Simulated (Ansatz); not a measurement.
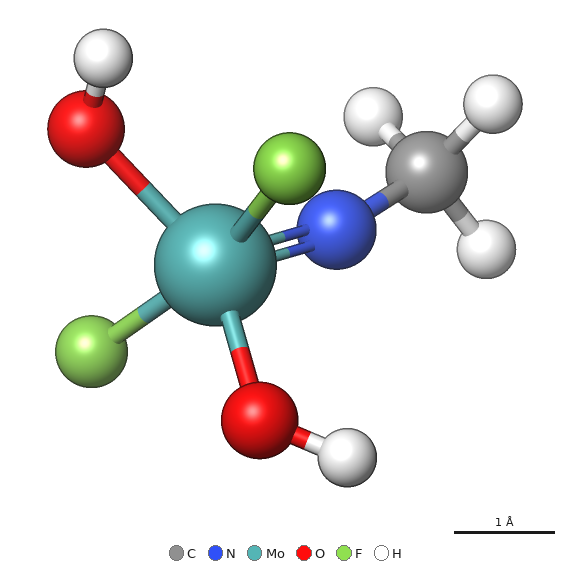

The picture shows a molecular structure as a ball-and-stick model. Double and triple bonds are drawn as two and three sticks.

Charge 0, singlet. The computed structure is the end point of a PBE0-D4/def2-TZVP optimisation.

What does the picture show?

Formula CH₅F₂MoNO₂. Its SMILES string is `C[N]=[Mo]([OH])([OH])([F])[F]`. Coordination, clear cases only: 1 C tetrahedral; 2 O bent.

The parts below concern this one geometry. Atoms keep their numbers from picture to picture.

**Dipole moment**

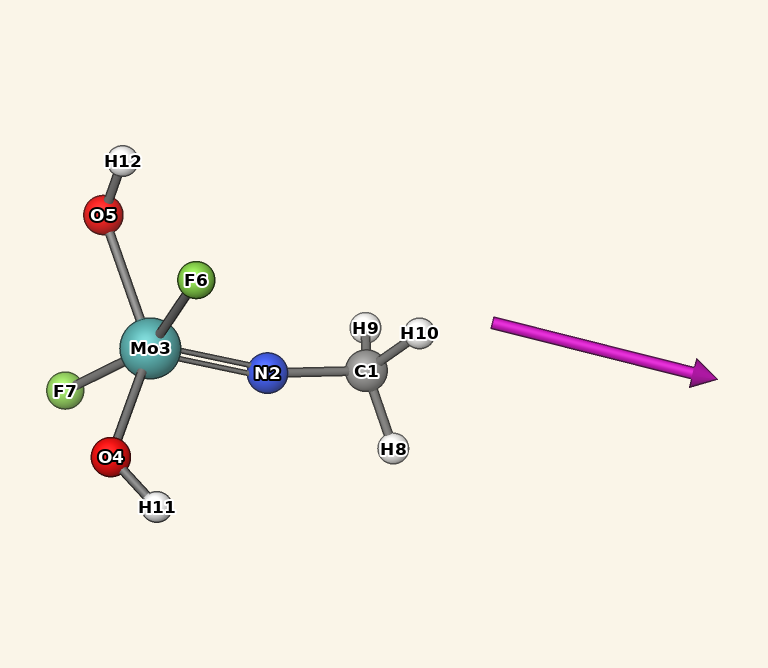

The arrow beside the molecule shows the direction of the dipole moment, from the negative to the positive end (its length means nothing). Level of theory: RKS r2SCAN-D4/def2-TZVPP, core potentials on Mo (Ansatz 0.2.0).

**Estimate the dipole moment.**

4.08 D; it points from the side of O5, F7, H12 to the side of H8, H10 (the outermost atoms at the two ends).

**Charges**

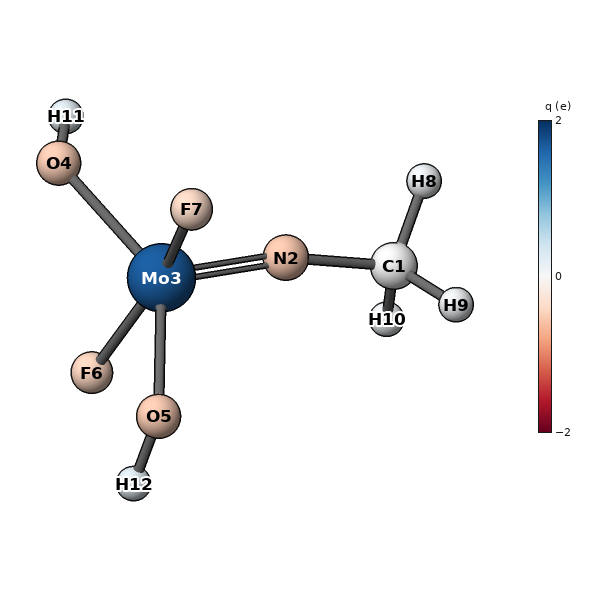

Atoms are coloured by their Mulliken charges. Level of theory: RKS r2SCAN-D4/def2-TZVPP, core potentials on Mo (Ansatz 0.2.0).

**Which atom carries the highest charge (most positive or least negative)?**

Mo3 (1.64 e).

**And the lowest?**

N2 (−0.53 e).

List the Mulliken charges.

```csv
atom,value (e)
C1,−0.01
N2,−0.53
Mo3,1.64
O4,−0.49
O5,−0.50
F6,−0.43
F7,−0.38
H8,0.07
H9,0.08
H10,0.08
H11,0.23
H12,0.22
```

**Vibrations**

Harmonic vibrations computed with RKS PBE0-D4/def2-TZVP, core potentials on Mo (Ansatz 0.2.0) at a stationary point of the same level.

**List the wavenumbers.**

30 modes: 59, 72, 101, 113, 149, 219, 251, 271, 323, 339, 401, 435, 559, 613, 645, 675, 710, 734, 757, 1093, 1101, 1388, 1447, 1459, 1464, 3028, 3105, 3112, 3877, 3897 cm⁻¹.

Mulliken values depend strongly on the basis set and can even reverse the polarity of a bond.
